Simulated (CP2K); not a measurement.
Band structure of HgPPd5 (P4/mmm, 7 atoms in the cell).

```
CELL_PARAMETERS angstrom
      4.01802     0.00000     0.00000
      0.00000     4.01802     0.00000
      0.00000     0.00000     7.18054
ATOMIC_POSITIONS crystal
  Hg 0.50000 0.50000 0.00000
  P  0.00000 0.00000 0.50000
  Pd 0.00000 0.50000 0.30289
  Pd 0.00000 0.50000 0.69711
  Pd 0.50000 0.00000 0.30289
  Pd 0.50000 0.00000 0.69711
  Pd 0.00000 0.00000 0.00000
```

Method of the run: PBEsol, GPW, DZVP-MOLOPT-SR-GTH basis, GTH-PBE potentials (GTH_POTENTIALS) run with CP2K.

Settings: CUTOFF = 500 Ry; REL_CUTOFF = 50 Ry; SMEAR/METHOD = GAUSSIAN; SIGMA = 0.1 eV; KPOINTS/SCHEME = MONKHORST-PACK 5 5 3; XC_FUNCTIONAL = PBE:PBESOL; Hg/BASIS_SET = DZVP-MOLOPT-SR-GTH-q12; Hg/POTENTIAL = GTH-PBE-q12; P/BASIS_SET = DZVP-MOLOPT-SR-GTH-q5; P/POTENTIAL = GTH-PBE-q5; Pd/BASIS_SET = DZVP-MOLOPT-SR-GTH-q18; Pd/POTENTIAL = GTH-PBE-q18; METHOD = GPW; EPS_DEFAULT = 1e-11.

The starting cell comes from a database of computed structures (which also holds hypothetical and non-ambient phases and stackings), without a prior relaxation at this level. Its lattice was rescaled by a random factor within 2.5 % of one. Spin-orbit coupling is off. Spin polarisation is off; with an odd number of electrons in the cell that forces a metal, and a magnetic state may lie lower. Values carry the incompleteness of an atom-centred basis. The potentials were made for another functional than the one used.

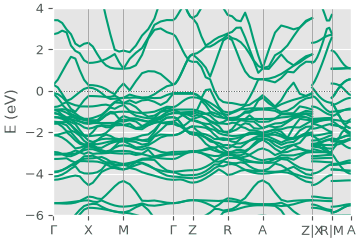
*Bands along the path, energies from the Fermi level.*

Levels in eV from the Fermi level, bands 50 to 55:
| point | 50 | 51 | 52 | 53 | 54 | 55 |
|---|---|---|---|---|---|---|
| Γ | -0.90 | -0.78 | -0.14 | -0.10 | 0.30 | 0.30 |
| X | -1.41 | -1.35 | -0.76 | -0.25 | 0.16 | 0.28 |
| M | -0.68 | -0.59 | -0.59 | -0.33 | -0.33 | 0.36 |
| Z | -0.90 | -0.31 | -0.14 | -0.10 | 1.40 | 1.77 |
| R | -1.33 | -1.31 | -1.16 | -1.04 | -0.57 | 2.57 |
| A | -0.90 | -0.85 | -0.33 | -0.21 | 0.56 | 0.56 |

Bands cross the Fermi level along this path, so the cell is metallic at this level.

Higher empty bands are left out: an atom-centred basis made for the valence describes them poorly.
